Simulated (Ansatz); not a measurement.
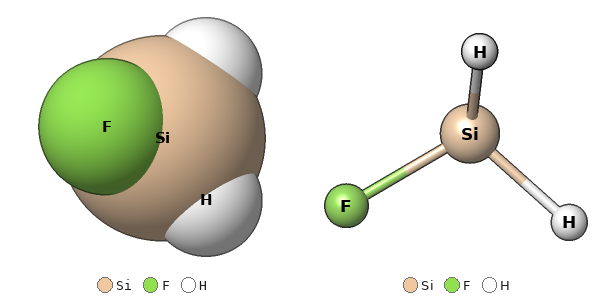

Two views of one molecule.

State: neutral, doublet.

Count the atoms of each element.

FH2Si, 4 atoms: 1 fluorine, 2 hydrogen and 1 silicon.

How many sets of symmetry-equivalent atoms are there?

3: 1 Si, 1 F, 2 H.

What is the point group of this geometry?

Cs.

The parts below concern this one geometry. Atoms keep their numbers from picture to picture. Computed geometry: PBE0-D4/def2-TZVP optimisation.

### Geometry

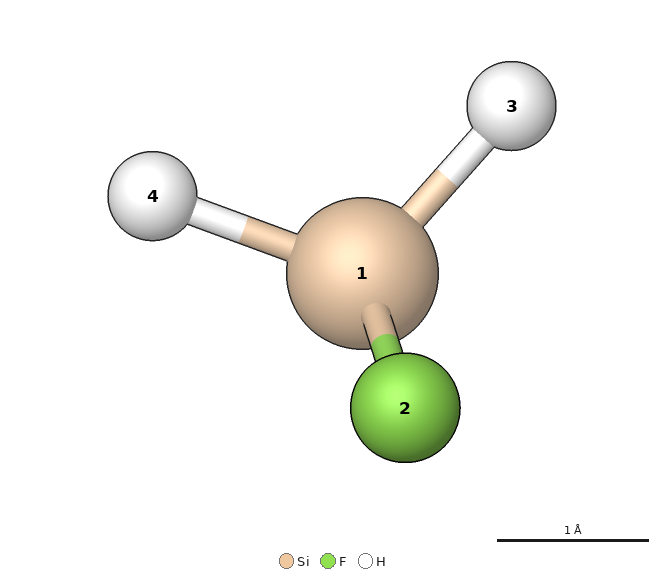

Numbered structure.

Estimate the angles F2–Si1–H3, H3–Si1–H4.

| angle | degrees |
| --- | --- |
| F2–Si1–H3 | 107.9 |
| H3–Si1–H4 | 111.4 |

### Electronic properties

Properties computed with direct RPA on PBE orbitals, frozen core/def2-TZVPP (Ansatz 0.2.0).

Estimate the ⟨S²⟩ of the determinant.

0.752.

### Dipole moment

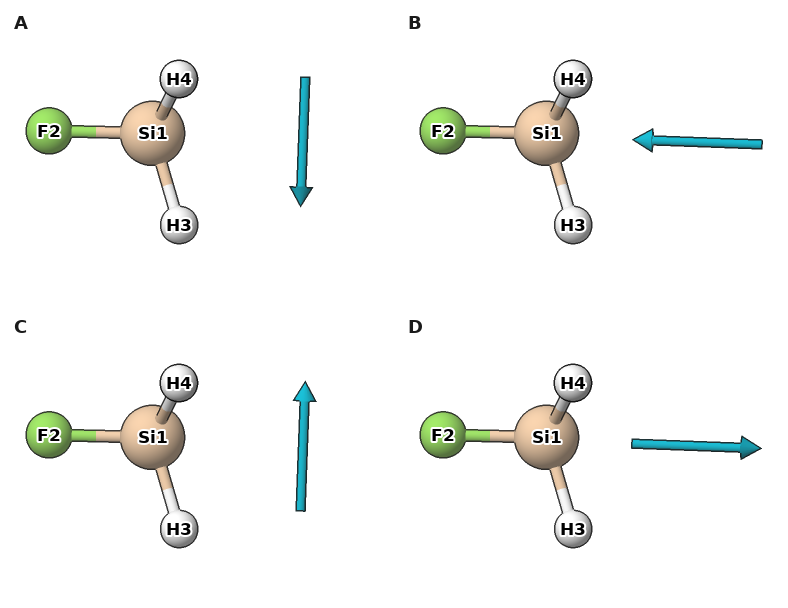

The same molecule four times, each with an arrow. Level of theory: UKS PBE0-D4/def2-TZVP (Ansatz 0.2.0).

Which arrow points along the dipole moment, from the negative to the positive end?

D. The dipole moment is 1.21 D; it points from the side of F2 to the side of H3, H4 (the outermost atoms at the two ends).

### Vibrations

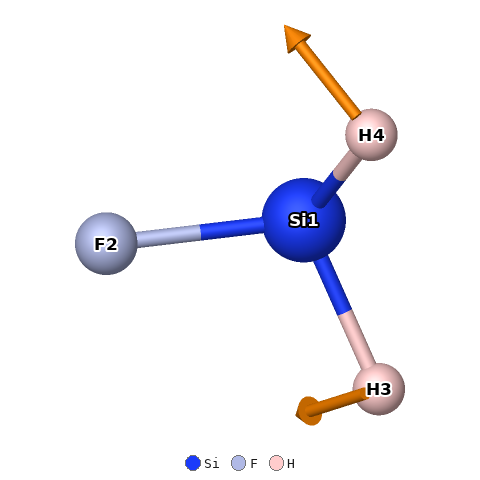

The arrows show one normal mode. Harmonic vibrations computed with UKS PBE0-D4/def2-TZVP (Ansatz 0.2.0) at a stationary point of the same level.

Describe the motion.

Mostly H–Si–H bending.

Estimate its harmonic wavenumber.

921 cm⁻¹; it is mode 4 of 6 counted from the lowest.
